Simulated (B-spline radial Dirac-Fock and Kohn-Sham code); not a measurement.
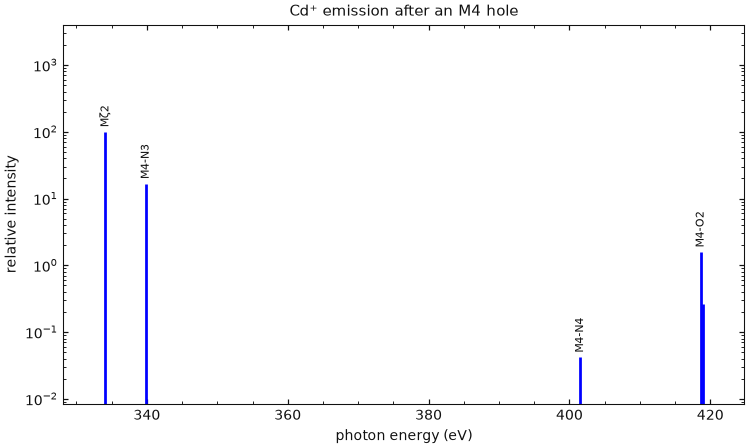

**Figure.** X-ray emission lines that fill an M4 (3d3/2) hole, as sticks, on a logarithmic intensity axis. Multiplet splitting by the open shell is left out. The figure is for Cd⁺ ([Kr] 4d10 5p1), which is not the ground configuration. Level of theory: independent-particle rates on relativistic LDA orbitals of the hole state (multipoles to L = 3), energies from Dirac–Fock ΔSCF; calculated with a B-spline radial code.

The strongest line is M4-N2 (Mζ2) at 334.1 eV with 84.3 % of the photons, then M4-N3 at 339.9 eV (14 %), M4-O2 at 418.7 eV (1.3 %), M4-O3 at 418.9 eV (0.22 %), M4-N4 at 401.5 eV (0.035 %). The hole has a width of 0.417 eV and a fluorescence yield of 2.65 × 10⁻⁴.
